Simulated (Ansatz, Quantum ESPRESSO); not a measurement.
# puckered PAs, 1 layer: capacitance across a vacuum gap, part 2 of 5

Aim: potential against charge for puckered PAs, 1 layer facing a metal electrode, and the capacitance that follows.

Quantum ESPRESSO 7.5; plane-wave DFT, LDA, GBRV ultrasoft pseudopotentials; geometry by Ansatz 0.2.0 with PAW datasets.

So far: Starting point; Geometry from Ansatz.

## (3) SCF with pw.x: charge -0.0492 e

ESM with bc3 puts vacuum below and a metal electrode at the cell's upper end, z = c/2, which holds the counter charge and sets the zero of potential. tot_charge counts missing electrons, so a negative value adds electrons. The energies and forces that the log prints for charged cells are not used here.

Level of this step: plane-wave DFT, LDA, GBRV ultrasoft pseudopotentials (Quantum ESPRESSO 7.5).

The input, q0.in:

```
&control
  prefix = 'q0'
  outdir = './out'
  pseudo_dir = './pseudo'
  calculation = 'scf'
  tprnfor = .true.
/
&system
  ibrav = 0
  nat = 4
  ntyp = 2
  ecutwfc = 40
  ecutrho = 200
  occupations = 'smearing'
  smearing = 'fd'
  degauss = 0.004
  assume_isolated = 'esm'
  esm_bc = 'bc3'
  tot_charge = -0.0492
/
&electrons
  conv_thr = 1e-08
  mixing_beta = 0.4
  electron_maxstep = 120
  mixing_mode = 'local-TF'
/
ATOMIC_SPECIES
  P   30.9738  p_lda_v1.5.uspp.F.UPF
  As  74.9216  as_lda_v1.uspp.F.UPF
CELL_PARAMETERS angstrom
  4.69217240104725 -0.00000000000000 -0.00000000000000
  -0.00000000000000 3.50033504501964 -0.00000000000000
  -0.00000000000000 -0.00000000000000 18.36000000000000
ATOMIC_POSITIONS crystal
  P   0.079324063225 0.000000000000 0.104063887042
  As  0.420675035191 0.500000000000 0.099468471117
  As  0.920675792308 0.000000000000 0.227328914504
  P   0.579325109275 0.500000000000 0.222733432541
K_POINTS automatic
  16 20 1 0 0 0
```

The run is started by

```console
OMP_NUM_THREADS=1 mpirun -n 4 pw.x -nk 4 -in q0.in > q0.out
```

The program printed:

```text
Program PWSCF v.7.5 starts
[citation notice left out]

     Parallel version (MPI & OpenMP), running on       4 processor cores
     Number of MPI processes:                 4
     Threads/MPI process:                     1

     MPI processes distributed on     1 nodes
[...]
Current dimensions of program PWSCF are:
     Max number of different atomic species (ntypx) = 10
     Max number of k-points (npk) =  40000
     Max angular momentum in pseudopotentials (lmaxx) =  4
     Message from routine setup:
     using ibrav=0 with symmetry is DISCOURAGED, use correct ibrav instead

     K-points division:     npool     =       4
     Subspace diagonalization in iterative solution of the eigenvalue problem:
     a serial algorithm will be used

     G-vector sticks info
     --------------------
     sticks:   dense  smooth     PW     G-vecs:    dense   smooth      PW
     Sum         919     749    225                97015    69567   11377

     Using Slab Decomposition

     bravais-lattice index     =            0
     lattice parameter (alat)  =       8.8669  a.u.
     unit-cell volume          =    2034.9458 (a.u.)^3
     number of atoms/cell      =            4
     number of atomic types    =            2
     number of electrons       =        20.05
     number of Kohn-Sham states=           14
     kinetic-energy cutoff     =      40.0000  Ry
     charge density cutoff     =     200.0000  Ry
     scf convergence threshold =      1.0E-08
     mixing beta               =       0.4000
     number of iterations used =            8  local-TF  mixing
     Exchange-correlation= SLA  PZ   NOGX NOGC
                           (   1   1   0   0   0   0   0)

     Effective Screening Medium Method
     =================================
     Boundary Conditions: Vacuum-Slab-Metal
     total charge in unit cell        =  -0.0492
     grid points for fit at edges     =        4

     celldm(1)=   8.866921  celldm(2)=   0.000000  celldm(3)=   0.000000
     celldm(4)=   0.000000  celldm(5)=   0.000000  celldm(6)=   0.000000

     crystal axes: (cart. coord. in units of alat)
               a(1) = (   1.000000  -0.000000  -0.000000 )
               a(2) = (  -0.000000   0.745995  -0.000000 )
               a(3) = (  -0.000000  -0.000000   3.912900 )

     reciprocal axes: (cart. coord. in units 2 pi/alat)
               b(1) = (  1.000000  0.000000  0.000000 )
               b(2) = (  0.000000  1.340492  0.000000 )
               b(3) = (  0.000000  0.000000  0.255565 )

     PseudoPot. # 1 for P  read from file:
     ./pseudo/p_lda_v1.5.uspp.F.UPF
     Pseudo is Ultrasoft + core correction, Zval =  5.0
     Generated by new atomic code, or converted to UPF format
     Using radial grid of  903 points,  6 beta functions with:
                l(1) =   0
                l(2) =   0
                l(3) =   1
                l(4) =   1
                l(5) =   2
                l(6) =   2
     Q(r) pseudized with  8 coefficients,  rinner =    1.300   1.300   1.300
                                                       1.300   1.300

     PseudoPot. # 2 for As read from file:
     ./pseudo/as_lda_v1.uspp.F.UPF
     Pseudo is Ultrasoft + core correction, Zval =  5.0
     Generated by new atomic code, or converted to UPF format
     Using radial grid of  875 points,  6 beta functions with:
                l(1) =   0
                l(2) =   0
                l(3) =   1
                l(4) =   1
                l(5) =   2
                l(6) =   2
     Q(r) pseudized with  8 coefficients,  rinner =    1.300   1.300   1.300
                                                       1.300   1.300

     atomic species   valence    mass     pseudopotential
     P                 5.00    30.97380     P ( 1.00)
     As                5.00    74.92160     As( 1.00)

      2 Sym. Ops. (no inversion) found

   Cartesian axes

     site n.     atom                  positions (alat units)
         1        P      tau(   1) = (   0.0793241   0.0000000   0.4071916  )
         2        As     tau(   2) = (   0.4206750   0.3729973   0.3892102  )
         3        As     tau(   3) = (   0.9206758   0.0000000   0.8895152  )
         4        P      tau(   4) = (   0.5793251   0.3729973   0.8715336  )

     number of k points=    99  Fermi-Dirac smearing, width (Ry)=  0.0040
                       cart. coord. in units 2pi/alat
        k(    1) = (   0.0000000   0.0000000   0.0000000), wk =   0.0062500
        k(    2) = (   0.0000000   0.0670246   0.0000000), wk =   0.0125000
        k(    3) = (   0.0000000   0.1340492   0.0000000), wk =   0.0125000
        k(    4) = (   0.0000000   0.2010739   0.0000000), wk =   0.0125000
        k(    5) = (   0.0000000   0.2680985   0.0000000), wk =   0.0125000
        k(    6) = (   0.0000000   0.3351231   0.0000000), wk =   0.0125000
        k(    7) = (   0.0000000   0.4021477   0.0000000), wk =   0.0125000
        k(    8) = (   0.0000000   0.4691723   0.0000000), wk =   0.0125000
        k(    9) = (   0.0000000   0.5361969   0.0000000), wk =   0.0125000
        k(   10) = (   0.0000000   0.6032216   0.0000000), wk =   0.0125000
[...]
k(   99) = (  -0.5000000  -0.6702462   0.0000000), wk =   0.0062500

     Dense  grid:    97015 G-vectors     FFT dimensions: (  40,  30, 160)

     Smooth grid:    69567 G-vectors     FFT dimensions: (  36,  27, 144)

     Estimated max dynamical RAM per process >     187.44 MB

     Estimated total dynamical RAM >     678.71 MB

     Initial potential from superposition of free atoms

     starting charge      19.9993, renormalised to      20.0492

     negative rho (up, down):  1.531E-04 0.000E+00
     Starting wfcs are   16 randomized atomic wfcs

     total cpu time spent up to now is        2.1 secs

     per-process dynamical memory:   109.0 Mb

     Self-consistent Calculation

     iteration #  1     ecut=    40.00 Ry     beta= 0.40
     Davidson diagonalization with overlap
     ethr =  1.00E-02,  avg # of iterations =  3.1

     Threshold (ethr) on eigenvalues was too large:
     Diagonalizing with lowered threshold

     Davidson diagonalization with overlap
     ethr =  6.37E-04,  avg # of iterations =  6.4

     negative rho (up, down):  1.292E-04 0.000E+00

     total cpu time spent up to now is       14.6 secs

     total energy              =    -110.65652219 Ry
     estimated scf accuracy    <       0.10504481 Ry

     iteration #  2     ecut=    40.00 Ry     beta= 0.40
[...]
negative rho (up, down):  8.195E-04 0.000E+00

[...]
negative rho (up, down):  2.101E-04 0.000E+00

[...]
total energy              =    -110.68523326 Ry
     estimated scf accuracy    <       0.00464398 Ry

     iteration #  8     ecut=    40.00 Ry     beta= 0.40
[...]
negative rho (up, down):  1.575E-05 0.000E+00

[...]
total energy              =    -110.68418867 Ry
     estimated scf accuracy    <       0.00306887 Ry

     iteration #  9     ecut=    40.00 Ry     beta= 0.40
[...]
c_bands:  1 eigenvalues not converged
[...]
negative rho (up, down):  3.093E-06 0.000E+00

[...]
total energy              =    -110.68539832 Ry
     estimated scf accuracy    <       0.00046827 Ry

     iteration # 10     ecut=    40.00 Ry     beta= 0.40
[...]
c_bands:  1 eigenvalues not converged
     c_bands:  1 eigenvalues not converged
     c_bands:  2 eigenvalues not converged
     c_bands:  2 eigenvalues not converged
     c_bands:  1 eigenvalues not converged
     c_bands:  1 eigenvalues not converged
     c_bands:  1 eigenvalues not converged
     c_bands:  1 eigenvalues not converged
     c_bands:  1 eigenvalues not converged
     c_bands:  3 eigenvalues not converged
     c_bands:  1 eigenvalues not converged
     c_bands:  1 eigenvalues not converged
     c_bands:  1 eigenvalues not converged
     c_bands:  2 eigenvalues not converged
     c_bands:  1 eigenvalues not converged
     c_bands:  1 eigenvalues not converged
     c_bands:  1 eigenvalues not converged
     c_bands:  1 eigenvalues not converged
     c_bands:  1 eigenvalues not converged
     c_bands:  2 eigenvalues not converged
     c_bands:  1 eigenvalues not converged
[...]
negative rho (up, down):  2.787E-05 0.000E+00

[...]
total energy              =    -110.68644911 Ry
     estimated scf accuracy    <       0.00050334 Ry

     iteration # 11     ecut=    40.00 Ry     beta= 0.40
[...]
negative rho (up, down):  5.040E-04 0.000E+00

[...]
total energy              =    -110.68577936 Ry
     estimated scf accuracy    <       0.00158073 Ry

     iteration # 12     ecut=    40.00 Ry     beta= 0.40
[...]
c_bands:  1 eigenvalues not converged
[...]
negative rho (up, down):  7.085E-04 0.000E+00

[...]
total energy              =    -110.68733378 Ry
     estimated scf accuracy    <       0.00345127 Ry

     iteration # 13     ecut=    40.00 Ry     beta= 0.40
[...]
negative rho (up, down):  9.209E-05 0.000E+00

[...]
total energy              =    -110.68654479 Ry
     estimated scf accuracy    <       0.00429289 Ry

     iteration # 14     ecut=    40.00 Ry     beta= 0.40
[...]
negative rho (up, down):  1.740E-04 0.000E+00

[...]
total energy              =    -110.68584962 Ry
     estimated scf accuracy    <       0.00232129 Ry

[...]
iteration # 25     ecut=    40.00 Ry     beta= 0.40
[...]
negative rho (up, down):  3.528E-04 0.000E+00

[...]
total energy              =    -110.68632381 Ry
     estimated scf accuracy    <       0.00000018 Ry

     iteration # 26     ecut=    40.00 Ry     beta= 0.40
[...]
negative rho (up, down):  3.555E-04 0.000E+00

[...]
total energy              =    -110.68631962 Ry
     estimated scf accuracy    <       0.00000017 Ry

     iteration # 27     ecut=    40.00 Ry     beta= 0.40
[...]
negative rho (up, down):  3.515E-04 0.000E+00

[...]
total energy              =    -110.68631544 Ry
     estimated scf accuracy    <       0.00000016 Ry

     iteration # 28     ecut=    40.00 Ry     beta= 0.40
[...]
negative rho (up, down):  3.512E-04 0.000E+00

[...]
total energy              =    -110.68631493 Ry
     estimated scf accuracy    <       0.00000007 Ry

     iteration # 29     ecut=    40.00 Ry     beta= 0.40
[...]
negative rho (up, down):  3.506E-04 0.000E+00

[...]
total energy              =    -110.68631569 Ry
     estimated scf accuracy    <       0.00000002 Ry

     iteration # 30     ecut=    40.00 Ry     beta= 0.40
[...]
c_bands:  1 eigenvalues not converged
[...]
negative rho (up, down):  3.506E-04 0.000E+00

[...]
total energy              =    -110.68631533 Ry
     estimated scf accuracy    <       0.00000001 Ry

     iteration # 31     ecut=    40.00 Ry     beta= 0.40
[...]
negative rho (up, down):  3.502E-04 0.000E+00

[...]
total energy              =    -110.68631537 Ry
     estimated scf accuracy    <       0.00000001 Ry

     iteration # 32     ecut=    40.00 Ry     beta= 0.40
[...]
negative rho (up, down):  3.465E-04 0.000E+00

[...]
End of self-consistent calculation

          k = 0.0000 0.0000 0.0000 (  8637 PWs)   bands (ev):

   -17.4158 -15.2013 -12.1098  -8.5844  -8.0422  -7.1060  -5.9786  -4.6848
    -4.4048  -3.1205  -2.3280  -1.2765  -0.5899   0.1446

          k = 0.0000 0.0670 0.0000 (  8675 PWs)   bands (ev):

   -17.3895 -15.1741 -12.1282  -8.6097  -8.0281  -7.0823  -6.1254  -4.6720
    -4.5622  -3.1351  -2.3031  -1.0439  -0.3985  -0.0105

          k = 0.0000 0.1340 0.0000 (  8687 PWs)   bands (ev):

   -17.3107 -15.0930 -12.1879  -8.7010  -7.9815  -7.0117  -6.4810  -4.9279
    -4.6285  -3.1818  -2.2290  -0.4808  -0.4332   0.1181

          k = 0.0000 0.2011 0.0000 (  8677 PWs)   bands (ev):

   -17.1800 -14.9587 -12.3001  -8.8940  -7.8951  -6.9144  -6.8767  -5.3040
    -4.5750  -3.2679  -2.1069  -0.9934   0.3701   0.4857

          k = 0.0000 0.2681 0.0000 (  8691 PWs)   bands (ev):

   -16.9983 -14.7736 -12.4787  -9.2156  -7.7678  -7.2608  -6.7359  -5.5770
    -4.5307  -3.4025  -1.9405  -1.4974   0.4057   0.6637

          k = 0.0000 0.3351 0.0000 (  8693 PWs)   bands (ev):

   -16.7668 -14.5429 -12.7292  -9.6586  -7.6072  -7.5142  -6.5412  -5.7112
    -4.5351  -3.5917  -1.8909  -1.7393  -0.0342   0.1309

[...]
the Fermi energy is    -2.2058 ev

!    total energy              =    -110.68631459 Ry
     estimated scf accuracy    <          2.3E-09 Ry
     smearing contrib. (-TS)   =      -0.00032917 Ry
     internal energy E=F+TS    =    -110.68598542 Ry

     The total energy is F=E-TS. E is the sum of the following terms:
     one-electron contribution =   -1757.97747320 Ry
     hartree contribution      =     881.97917098 Ry
     xc contribution           =     -73.84972556 Ry
     ewald contribution        =     839.16204236 Ry

     convergence has been achieved in  32 iterations

     negative rho (up, down):  3.465E-04 0.000E+00

     Forces acting on atoms (cartesian axes, Ry/au):

     atom    1 type  1   force =     0.00457796    0.00000000    0.00557584
     atom    2 type  2   force =    -0.00453136    0.00000000    0.00676034
     atom    3 type  2   force =    -0.00501991    0.00000000   -0.00729281
     atom    4 type  1   force =     0.00497332    0.00000000   -0.00452958

     Total force =     0.015554     Total SCF correction =     0.000114

[...]
=------------------------------------------------------------------------------=
   JOB DONE.
=------------------------------------------------------------------------------=
[...]
```

It took 3.9 min on 4 MPI ranks of Arm Neoverse V2, shared host; peak memory 0.83 GiB; 16 min of CPU time.

This step gave:

```
Fermi energy                                                   : -2.206 eV
vacuum line at the lower end of the cell, over the Fermi level : 4.221 eV
slope of the potential above                                   : -0.5387 eV/Å
vacuum line at the upper end of the cell, over the Fermi level : 2.208 eV
```

The potential energy, planar mean oscillates, so the rows of the table below give means over windows of 2 Å about each position, cut where the curve ends. Its maxima inside the range that stand out by 2 % of the span (Å: eV): 1.8: 8.75, 3.0: -0.0108, 4.2: 8.77, 6.2: 3.64. Its minima: 1.1: -1.94, 2.4: -4.59, 3.6: -4.69, 4.8: -2.13.

Electrostatic potential energy of an electron; zero at the Fermi level. Table of potential energy, planar mean by z; means over each step:

```csv
z (Å),"potential energy, planar mean (eV)"
-8,4.22
-6,4.22
-4,4.22
-2,4.22
0,3.44
2,1.22
4,1.20
6,3.05
8,2.84
```

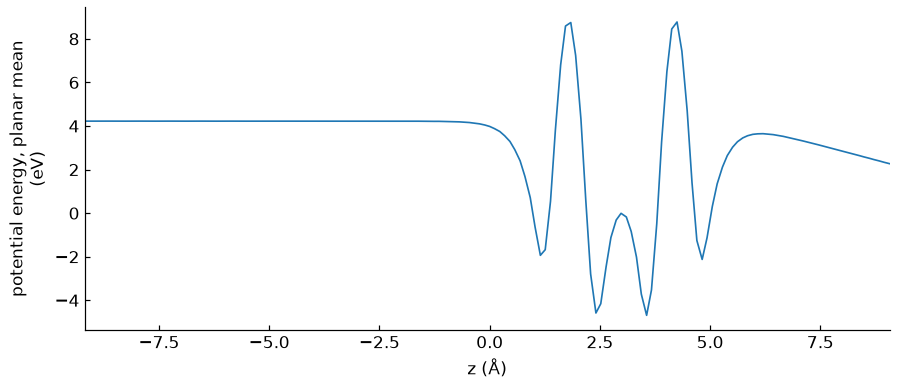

Potential energy, planar mean against z.

The run needed 32 iterations to bring the estimated error under 1e-08 Ry.

Inside the slab this potential holds the local part of the pseudopotentials, which can be repulsive at the nuclei; only its value in the vacuum has a meaning of its own.

Gauss's law asks for a slope of 180.95 q/A = -0.542 eV/Å in the gap; the run gives -0.539.

## (4) SCF with pw.x: charge -0.0246 e

The charge is stepped; where the run before has converged, its density is the start.

q1.in is the input of step 3 with these lines changed:

```diff
@@ -1,3 +1,3 @@
 &control
-  prefix = 'q0'
+  prefix = 'q1'
   outdir = './out'
@@ -18,3 +18,3 @@
   esm_bc = 'bc3'
-  tot_charge = -0.0492
+  tot_charge = -0.0246
 /
@@ -25,2 +25,3 @@
   mixing_mode = 'local-TF'
+  startingpot = 'file'
 /
```

The run is started by

```console
cp -r out/q0.save out/q1.save
OMP_NUM_THREADS=1 mpirun -n 4 pw.x -nk 4 -in q1.in > q1.out
```

The program printed:

```text
[banner, memory and clock lines left out]
Program PWSCF v.7.5 starts
[...]
Message from routine setup:
[...]
number of electrons       =        20.02
     number of Kohn-Sham states=           14
     kinetic-energy cutoff     =      40.0000  Ry
     charge density cutoff     =     200.0000  Ry
[...]
number of k points=    99  Fermi-Dirac smearing, width (Ry)=  0.0040
[...]
Dense  grid:    97015 G-vectors     FFT dimensions: (  40,  30, 160)
[...]
The initial density is read from file :
[...]
negative rho (up, down):  3.461E-04 0.000E+00
     Starting wfcs are   16 randomized atomic wfcs
[...]
negative rho (up, down):  3.044E-04 0.000E+00
[...]
estimated scf accuracy    <       0.01395419 Ry
[...]
negative rho (up, down):  7.872E-04 0.000E+00
[...]
estimated scf accuracy    <       0.00871637 Ry
[...]
negative rho (up, down):  5.522E-04 0.000E+00
[...]
estimated scf accuracy    <       0.00044814 Ry
[...]
negative rho (up, down):  3.328E-04 0.000E+00
[...]
estimated scf accuracy    <       0.00225323 Ry
[...]
negative rho (up, down):  8.367E-05 0.000E+00
[...]
estimated scf accuracy    <       0.00049118 Ry
[...]
negative rho (up, down):  7.366E-05 0.000E+00
[...]
estimated scf accuracy    <       0.00006535 Ry
[...]
negative rho (up, down):  1.022E-04 0.000E+00
[...]
estimated scf accuracy    <       0.00001623 Ry
[...]
negative rho (up, down):  9.673E-05 0.000E+00
[...]
estimated scf accuracy    <       0.00005260 Ry
[...]
negative rho (up, down):  1.473E-04 0.000E+00
[...]
estimated scf accuracy    <       0.00005089 Ry
[...]
negative rho (up, down):  2.563E-04 0.000E+00
[...]
estimated scf accuracy    <       0.00000917 Ry
[...]
negative rho (up, down):  2.492E-04 0.000E+00
[...]
estimated scf accuracy    <       0.00005721 Ry
[...]
negative rho (up, down):  2.886E-04 0.000E+00
[...]
estimated scf accuracy    <       0.00005991 Ry
[...]
negative rho (up, down):  3.171E-04 0.000E+00
[...]
estimated scf accuracy    <       0.00000764 Ry
[...]
negative rho (up, down):  3.272E-04 0.000E+00
[...]
estimated scf accuracy    <       0.00000900 Ry
[...]
negative rho (up, down):  3.375E-04 0.000E+00
[...]
estimated scf accuracy    <       0.00000222 Ry
[...]
negative rho (up, down):  3.411E-04 0.000E+00
[...]
estimated scf accuracy    <       0.00000006 Ry
[...]
negative rho (up, down):  3.398E-04 0.000E+00
[...]
estimated scf accuracy    <       0.00000063 Ry
[...]
negative rho (up, down):  3.448E-04 0.000E+00
[...]
estimated scf accuracy    <       0.00000062 Ry
[...]
negative rho (up, down):  3.516E-04 0.000E+00
[...]
estimated scf accuracy    <       0.00000031 Ry
[...]
negative rho (up, down):  3.516E-04 0.000E+00
[...]
estimated scf accuracy    <       0.00000010 Ry
[...]
negative rho (up, down):  3.673E-04 0.000E+00
[...]
the Fermi energy is    -3.2216 ev
!    total energy              =    -110.68132503 Ry
     estimated scf accuracy    <          9.5E-09 Ry
     smearing contrib. (-TS)   =      -0.00021369 Ry
     internal energy E=F+TS    =    -110.68111135 Ry
[...]
one-electron contribution =   -1756.55262451 Ry
     hartree contribution      =     880.54790924 Ry
     xc contribution           =     -73.83843843 Ry
     ewald contribution        =     839.16204236 Ry
     convergence has been achieved in  21 iterations
     negative rho (up, down):  3.673E-04 0.000E+00
[...]
Total force =     0.017062     Total SCF correction =     0.000165
[...]
```

The job ended after 3.6 min (4 MPI ranks; peak memory 0.75 GiB; 14 min of CPU time).

Read from the output:

| Property | Result |
| --- | --- |
| Fermi energy | -3.222 eV |
| vacuum line at the lower end of the cell, over the Fermi level | 4.242 eV |
| slope of the potential above | -0.2693 eV/Å |
| vacuum line at the upper end of the cell, over the Fermi level | 3.223 eV |

The electrode's potential over the Fermi level goes from 2.208 to 3.223 eV, the far face's from 4.221 to 4.242 eV.

(Continued in part 3 of 5.)

[Logs are printed without paths, hosts, clocks, repeated set-up lines and the standing remarks that a program may print on its own settings, such as how far it seeks lower states.]

[Hosts, paths, dates, database ids (printed as entryN), source tags and the programs' standing remarks are cut or masked in the printed files.]

[Maps of the electrostatic potential energy from Ansatz leave out the sawtooth potential of an applied field or a dipole correction, so their vacuum need not be flat; planar profiles and work functions include it.]
